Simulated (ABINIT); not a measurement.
# Quasiparticle gap of BiOCl (P4/nmm) in ABINIT

How does a plane-wave GW calculation on BiOCl (P4/nmm) run from the first input to the gap?

Main program and level: ABINIT 10.8.3; PBEsol and many-body steps on it, plane waves.

**The experiments to reproduce.**

- Gap 3.44 eV: optical gap from Tauc plot; UV-vis diffuse reflectance; powder (hydrothermal powder) (“Synergistic Piezo-Photocatalysis of BiOCl/NaNbO3 Heterojunction Piezoelectric Composite for High-Efficient Organic Pollutant Degradation”, 2022, pmc:8839476).

- Gap 3.36 eV: optical gap from Kubelka-Munk/Tauc analysis; UV-vis diffuse reflectance; powder (solvothermal hierarchical microspheres made without additive) (“Hydrothermal Crystallization of Bismuth Oxychlorides (BiOCl) Using Different Shape Control Reagents”, 2021, pmc:8123882).

### Step 1. Starting point

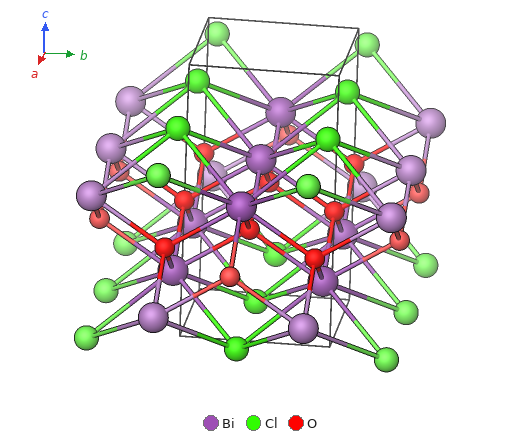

The cell as given, slightly off an axis (bismuth purple, chlorine green, oxygen red). 2×1×1 cells are drawn. Some periodic images of atoms are drawn too.

The cell and positions come from the Crystallography Open Database and are kept as given unless a step says otherwise. Spin-orbit coupling is left out unless a step names it.

### Step 2. Ground state

This step: ABINIT 10.8.3; DFT, PBEsol, plane waves, norm-conserving pseudopotentials.

The ground-state density comes first.

Input file run.abi:

```
acell 3*1.0 Angstrom
rprim 
  3.885510000000 0.000000000000 0.000000000000
  0.000000000000 3.885510000000 0.000000000000
  0.000000000000 0.000000000000 7.348900000000
ntypat 3
znucl 83 17 8
natom 6
typat 1 1 2 2 3 3
xred 
  0.500000000000 0.000000000000 0.329040000000
  0.000000000000 0.500000000000 0.670960000000
  0.000000000000 0.500000000000 0.147200000000
  0.500000000000 0.000000000000 0.852800000000
  0.000000000000 0.000000000000 0.500000000000
  0.500000000000 0.500000000000 0.500000000000
pp_dirpath "pseudos"
pseudos "Bi.upf, Cl.upf, O.upf"
ecut 42
ngkpt 6 6 4
nshiftk 1
shiftk 0 0 0
kptopt 1
chksymbreak 0
nband 43
occopt 1
tolvrs 1e-10
nstep 60
prtwf 0
optforces 0
optstress 0
indata_prefix "in"
outdata_prefix "out"
tmpdata_prefix "tmp"
```

Launch:

```sh
$ OMP_NUM_THREADS=1 mpirun -n 8 abinit run.abi > log
```

Numbers of over 12 decimals in the logs are rounded to 6 here.

The log of the run:

```text
.Version 10.8.3 of ABINIT. v10.8.2 released Aug 2026.

 Symmetries : space group P4/n m m (#129); Bravais tP (primitive tetrag.)
================================================================================
 Values of the parameters that define the memory need of the present run
     intxc =       0    ionmov =       0      iscf =       7    lmnmax =       6
     lnmax =       6     mgfft =      90  mpssoang =       3    mqgrid =    4052
     natom =       6  nloc_mem =       1    nspden =       1   nspinor =       1
    nsppol =       1      nsym =      16    n1xccc =    2501    ntypat =       3
    occopt =       1   xclevel =       2
-    mband =          43        mffmem =           1         mkmem =           4
       mpw =        9760          nfft =      182250          nkpt =          30
================================================================================
  Rough estimation (10% accuracy) of disk space for files :
================================================================================

--------------------------------------------------------------------------------
------------- Echo of variables that govern the present computation ------------
--------------------------------------------------------------------------------
 -outvars: echo values of preprocessed input variables --------
            acell      1.8897261259E+00  1.8897261259E+00  1.8897261259E+00 Bohr

      chksymbreak           0
             ecut      4.20000000E+01 Hartree
-          fftalg         312

              ixc     -116133
              kpt      0.00000000E+00  0.00000000E+00  0.00000000E+00
                       1.66666667E-01  0.00000000E+00  0.00000000E+00
                       3.33333333E-01  0.00000000E+00  0.00000000E+00
                       5.00000000E-01  0.00000000E+00  0.00000000E+00
                       1.66666667E-01  1.66666667E-01  0.00000000E+00
                       3.33333333E-01  1.66666667E-01  0.00000000E+00
                       5.00000000E-01  1.66666667E-01  0.00000000E+00
                       3.33333333E-01  3.33333333E-01  0.00000000E+00
                       5.00000000E-01  3.33333333E-01  0.00000000E+00
   [... 19 further rows ...]
                       5.00000000E-01  3.33333333E-01  5.00000000E-01
                       5.00000000E-01  5.00000000E-01  5.00000000E-01
         kptrlatt        6    0    0      0    6    0      0    0    4
          kptrlen      4.40552986E+01
P           mkmem           4
            natom           6
            nband          43
            ngfft          45      45      90
             nkpt          30
            nstep          60
             nsym          16
           ntypat           3
              occ      2.000000  2.000000  2.000000  2.000000  2.000000  2.000000
                       2.000000  2.000000  2.000000  2.000000  2.000000  2.000000
                       2.000000  2.000000  2.000000  2.000000  2.000000  2.000000
                       2.000000  2.000000  2.000000  2.000000  2.000000  2.000000
                       2.000000  2.000000  2.000000  2.000000  2.000000  2.000000
                       2.000000  2.000000  2.000000  2.000000  2.000000  2.000000
                       0.000000  0.000000  0.000000  0.000000  0.000000  0.000000
                       0.000000
        optforces           0
        optstress           0
            prtwf           0
            rprim      3.8855100000E+00  0.0000000000E+00  0.0000000000E+00
[...]
spgroup         129

           tolvrs      1.00000000E-10

             xred      5.0000000000E-01  0.0000000000E+00  3.2904000000E-01
[...]
znucl       83.00000   17.00000    8.00000

================================================================================

 chkinp: Checking input parameters for consistency.

================================================================================
== DATASET  1 ==================================================================
-   mpi_nproc: 8, omp_nthreads: 1 (-1 if OMP is not activated)

--- !DatasetInfo
iteration_state: {dtset: 1, }
dimensions: {natom: 6, nkpt: 30, mband: 43, nsppol: 1, nspinor: 1, nspden: 1, mpw: 9760, }
cutoff_energies: {ecut:  42.0, pawecutdg:  -1.0, }
electrons: {nelect:   7.20000000E+01, charge:   0.00000000E+00, occopt:   1.00000000E+00, tsmear:   1.00000000E-02, }

 Real(R)+Recip(G) space primitive vectors, cartesian coordinates (Bohr,Bohr^-1):
 R(1)=  7.3425498  0.0000000  0.0000000  G(1)=  0.1361925  0.0000000  0.0000000
 R(2)=  0.0000000  7.3425498  0.0000000  G(2)=  0.0000000  0.1361925  0.0000000
 R(3)=  0.0000000  0.0000000 13.8874083  G(3)=  0.0000000  0.0000000  0.0720077
 Unit cell volume ucvol=  7.4871236E+02 bohr^3
 Angles (23,13,12)=  9.00000000E+01  9.00000000E+01  9.00000000E+01 degrees

 getcut: wavevector=  0.0000  0.0000  0.0000  ngfft=  45  45  90
         ecut(hartree)=     42.000   => boxcut(ratio)=   2.05407

--- Pseudopotential description ------------------------------------------------
- Bi Generated using ONCVPSP code by D. R. Hamann
- 83.00000  23.00000  180301                  znucl, zion, pspdat
12 -116133 2 -1 1472                          pspcod,pspxc,lmax,lloc,mmax
     nproj     2     2     2
  pspatm : epsatm=   28.42398882
         --- l  ekb(1:nproj) -->
[...]
12 -116133 2 -1 1028                          pspcod,pspxc,lmax,lloc,mmax
     nproj     2     2     2
  pspatm : epsatm=    8.95520293
         --- l  ekb(1:nproj) -->
[...]
pspatm: atomic psp has been read  and splines computed

- O Generated using ONCVPSP code by D. R. Hamann
-  8.00000   6.00000  180301                  znucl, zion, pspdat
12 -116133 2 -1 936                           pspcod,pspxc,lmax,lloc,mmax
     nproj     2     2     1
  pspatm : epsatm=    6.20179097
         --- l  ekb(1:nproj) -->
[...]
2   -1.335834
 pspatm: atomic psp has been read  and splines computed

   6.27566151E+03                                ecore*ucvol(ha*bohr**3)
--------------------------------------------------------------------------------

_setup2: Arith. and geom. avg. npw (full set) are    9734.382    9734.376

================================================================================

--- !BeginCycle
iteration_state: {dtset: 1, }
solver: {iscf: 7, nstep: 60, nline: 4, wfoptalg: 0, }
tolerances: {tolvrs: 1.00E-10, }

     iter   Etot(hartree)      deltaE(h)  residm     vres2
 ETOT  1  -529.10409576701    -5.291E+02 2.405E-01 1.457E+03
 ETOT  2  -529.33989628826    -2.358E-01 8.738E-03 4.764E+03
 ETOT  3  -529.88887603612    -5.490E-01 2.567E-02 6.188E+02
 ETOT  4  -529.93271820591    -4.384E-02 1.511E-03 7.441E+01
 ETOT  5  -529.93683891473    -4.121E-03 1.557E-03 6.947E+00
 ETOT  6  -529.93733184309    -4.929E-04 4.108E-04 4.384E-01
 ETOT  7  -529.93734920799    -1.736E-05 3.962E-04 2.287E-02
 ETOT  8  -529.93735004730    -8.393E-07 2.209E-04 6.622E-04
 ETOT  9  -529.93735006181    -1.451E-08 1.946E-04 1.695E-04
 ETOT 10  -529.93735006831    -6.500E-09 9.091E-05 5.658E-06
 ETOT 11  -529.93735006856    -2.506E-10 9.037E-05 5.586E-08
 ETOT 12  -529.93735006850     5.161E-11 6.387E-05 1.271E-08
 ETOT 13  -529.93735006855    -4.923E-11 5.190E-05 3.699E-10
 ETOT 14  -529.93735006856    -1.137E-11 4.267E-05 1.377E-10
 ETOT 15  -529.93735006858    -1.023E-11 3.332E-05 1.131E-13

 At SCF step   15       vres2   =  1.13E-13 < tolvrs=  1.00E-10 =>converged.

--- !ResultsGS
iteration_state: {dtset: 1, }
comment   : Summary of ground state results
lattice_vectors:
- [  7.3425498,   0.0000000,   0.0000000, ]
- [  0.0000000,   7.3425498,   0.0000000, ]
- [  0.0000000,   0.0000000,  13.8874083, ]
lattice_lengths: [   7.34255,    7.34255,   13.88741, ]
lattice_angles: [ 90.000,  90.000,  90.000, ] # degrees, (23, 13, 12)
lattice_volume:   7.4871236E+02
convergence: {deltae: -1.023E-11, res2:  1.131E-13, residm:  3.332E-05, diffor:  0.000E+00, }
etotal    :  -5.29937350E+02
entropy   :   0.00000000E+00
fermie    :   2.11580993E-01
cartesian_stress_tensor: null
pressure_GPa: null
xred      :
- [  5.0000E-01,   0.0000E+00,   3.2904E-01, Bi]
- [  0.0000E+00,   5.0000E-01,   6.7096E-01, Bi]
- [  0.0000E+00,   5.0000E-01,   1.4720E-01, Cl]
- [  5.0000E-01,   0.0000E+00,   8.5280E-01, Cl]
- [  0.0000E+00,   0.0000E+00,   5.0000E-01,  O]
- [  5.0000E-01,   5.0000E-01,   5.0000E-01,  O]
cartesian_forces: null
force_length_stats: {min: null, max: null, mean: null, }

 Integrated electronic density in atomic spheres:
 ------------------------------------------------
 Atom  Sphere_radius  Integrated_density
[...]
================================================================================

 ----iterations are completed or convergence reached----

 Mean square residual over all n,k,spin=   67.506E-09; max=  33.321E-06
 reduced coordinates (array xred) for    6 atoms
[...]
0.000000000000      0.500000000000      0.147200000000
       0.500000000000      0.000000000000      0.852800000000
       0.000000000000      0.000000000000      0.500000000000
       0.500000000000      0.500000000000      0.500000000000
 rms dE/dt=  0.0000E+00; max dE/dt=  0.0000E+00; dE/dt below (all hartree)
    1       0.000000000000      0.000000000000      0.000000000000
    2       0.000000000000      0.000000000000      0.000000000000
    3       0.000000000000      0.000000000000      0.000000000000
    4       0.000000000000      0.000000000000      0.000000000000
    5       0.000000000000      0.000000000000      0.000000000000
    6       0.000000000000      0.000000000000      0.000000000000

 cartesian coordinates (angstrom) at end:
    1      1.942755     0.000000     2.418082
    2      0.000000     1.942755     4.930818
    3      0.000000     1.942755     1.081758
    4      1.942755     0.000000     6.267142
    5      0.000000     0.000000     3.674450
    6      1.942755     1.942755     3.674450
 length scales=  1.889726125908  1.889726125908  1.889726125908 bohr
              =  1.000000000000  1.000000000000  1.000000000000 angstroms
 prteigrs : about to open file out_EIG
 Fermi (or HOMO) energy (hartree) =   0.21158   Average Vxc (hartree)=  -0.39977
 Eigenvalues (hartree) for nkpt=  30  k points:
 kpt#   1, nband= 43, wtk=  0.00694, kpt=  0.0000  0.0000  0.0000 (reduced coord)
  -5.38338   -5.38338   -3.10616   -3.10615   -3.10592   -3.10592   -3.10592   -3.10592
  -0.59025   -0.58254   -0.58254   -0.58252   -0.58199   -0.58070   -0.58026   -0.57982
  -0.57982   -0.57922   -0.46186   -0.36407   -0.29068   -0.27878   -0.12959   -0.03487
   0.04612    0.04612    0.13971    0.15180    0.15699    0.15699    0.15970    0.15970
   0.17418    0.17418    0.17700    0.18475    0.32528    0.35108    0.40798    0.40798
   0.47490    0.47859    0.47859
 prteigrs : prtvol=0 or 1, do not print more k-points.

--- !EnergyTerms
iteration_state     : {dtset: 1, }
comment             : Components of total free energy in Hartree
kinetic             :  1.63335964321280E+02
hartree             :  1.78989450240099E+02
xc                  : -8.80361484783395E+01
Ewald energy        : -2.68177961849727E+02
psp_core            :  8.38193925882118E+00
local_psp           : -5.49955097507859E+02
non_local_psp       :  2.55245039471496E+01
total_energy        : -5.29937350068575E+02
total_energy_eV     : -1.44203299188876E+04
band_energy         : -7.02995556744629E+01

== END DATASET(S) ==============================================================
================================================================================

 -outvars: echo values of variables after computation  --------
           etotal     -5.2993735007E+02
            nband          43
             nkpt          30
          spgroup         129
 [... the other variables as echoed above ...]

 Calculation completed.
```

Elapsed: 79 s, on 8 MPI ranks of Intel Xeon 6975P-C (Granite Rapids), shared host; peak memory 1.1 GiB; 10 min of CPU time.

Numbers from this step:

```
total energy               : -14420.3299 eV
gap                        : 2.591 eV
k of the valence top       : 0.3333, 0, 0.5
k of the conduction bottom : 0, 0, 0.5
least direct gap           : 2.929 eV
```

The gap is indirect, with the least direct gap 0.34 eV higher.

(Part 1 of 3 ends here.)

[Paths, hosts, dates, memory and timing lines, banners, echoed tables and standing remarks are left out of the program output.]

[Logs are printed without paths, hosts, clocks, repeated set-up lines and the standing remarks that a program may print on its own settings, such as how far it seeks lower states.]

[Runs of the session that timed out or met a known fault of the program may be left out.]

[Hosts, paths, dates, database ids (printed as entryN), source tags and the programs' standing remarks are cut or masked in the printed files.]

[G0W0 gaps are taken among the corrected bands and points alone; a level outside them can change the order at an edge.]

[Where Ansatz stands beside ABINIT at settings called matched, ABINIT's density can come from a denser mesh and the files from another edition; pairs whose starting gaps differed by over 0.03 eV were left out, so agreement reads better than it is.]
